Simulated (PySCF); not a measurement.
**C₈H₁₂ (SMILES C=CC(C)(C)C#CC): density, localisation and related maps**

```xyz
20

C    -0.9846    2.1751    0.2820
C    -1.4990    1.0106   -0.0611
C    -0.7390   -0.2866   -0.1918
C    -1.3293   -1.3103    0.7915
C    -0.8848   -0.8006   -1.6337
C     0.6785   -0.1181    0.1031
C     1.8498   -0.0189    0.3362
C     3.2651    0.1124    0.6109
H    -1.5890    3.0641    0.3537
H     0.0638    2.2834    0.5062
H    -2.5558    0.9207   -0.2802
H    -0.7973   -2.2561    0.7129
H    -2.3819   -1.4797    0.5738
H    -1.2371   -0.9453    1.8124
H    -1.9338   -0.9605   -1.8746
H    -0.4726   -0.0759   -2.3328
H    -0.3507   -1.7407   -1.7537
H     3.4499    0.0273    1.6818
H     3.6245    1.0821    0.2661
H     3.8179   -0.6722    0.0941
```

Geometry: GFN2-xTB.

Level of theory: PBE0/pcSseg-1, SCF density, gas phase, non-relativistic in PySCF.

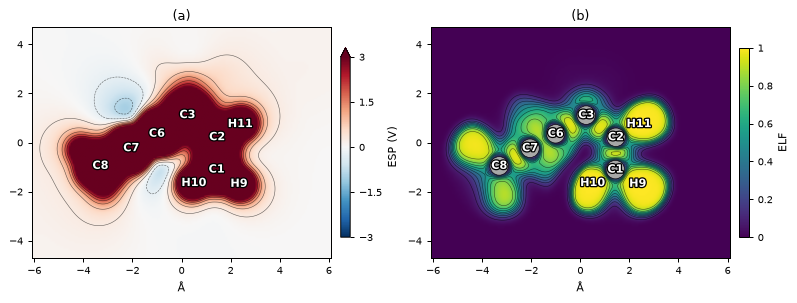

Figure 1. (a) molecular electrostatic potential; (b) ELF on the plane of atoms C1, C2 and H11. Grey discs cover the atomic cores in the ELF map.

Interpret the plot.

Answer. Atoms in the plane: C and H.
C–C (1.20 Å): the ELF peaks at about 0.85 between the atoms; a short, multiple covalent bond.
C–H (1.08 Å): the ELF climbs to about 1 towards the hydrogen, as it does in any bond to H: an ordinary covalent bond to hydrogen.
C–C (1.32 Å): the ELF peaks at about 0.90 between the atoms; a multiple bond.
Outside the dense part of the molecule the potential is most negative (−1.0 V) near C6.

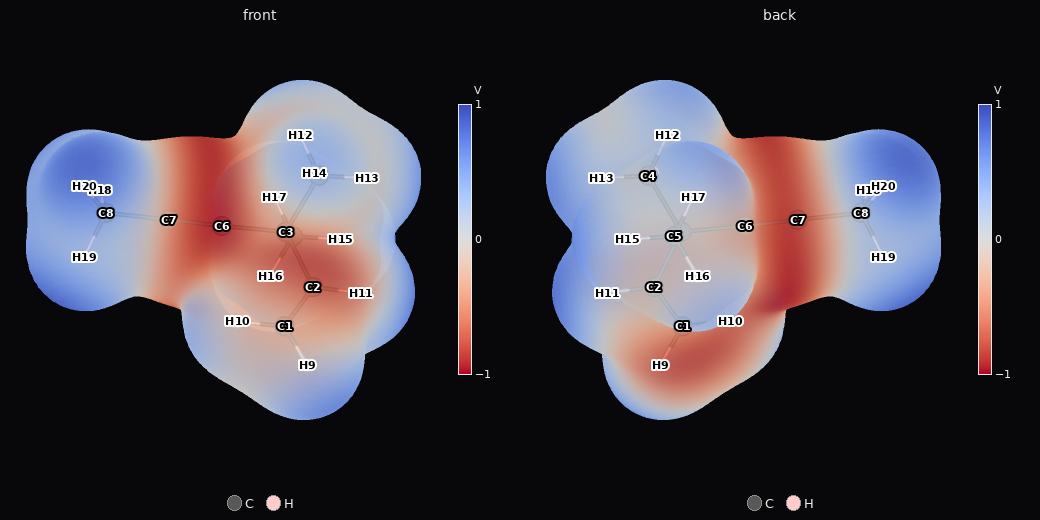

Figure 2. The electrostatic potential painted on the density surface at 0.002 e/bohr³, seen from the front and from behind; the colour scale runs from red (negative) to blue (positive).

Which sites attract a positive test charge, and which a negative one?

Answer. A positive charge is drawn to the negative regions and a negative charge to the positive ones. The most negative region (about −0.9 V) lies over C6 and C7, the most positive (about +0.8 V) over H18, H19 and H20.

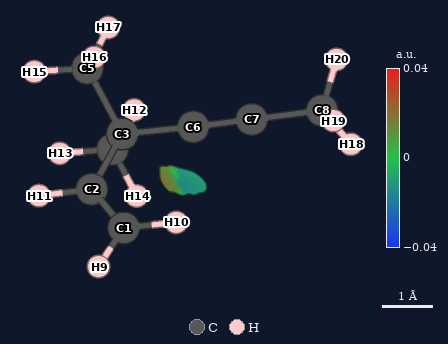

Figure 3. Non-covalent interaction (NCI) plot: the surface where the reduced density gradient is 0.5, for densities under 0.05 a.u., coloured by sign(λ₂)ρ; seen at an oblique angle.

What holds or crowds the atoms apart from the covalent bonds?

Answer. Between H10 and C1 on one side and C6 on the other: a weak contact, attractive (blue-green) on one side and crowded (olive to red) on the other.
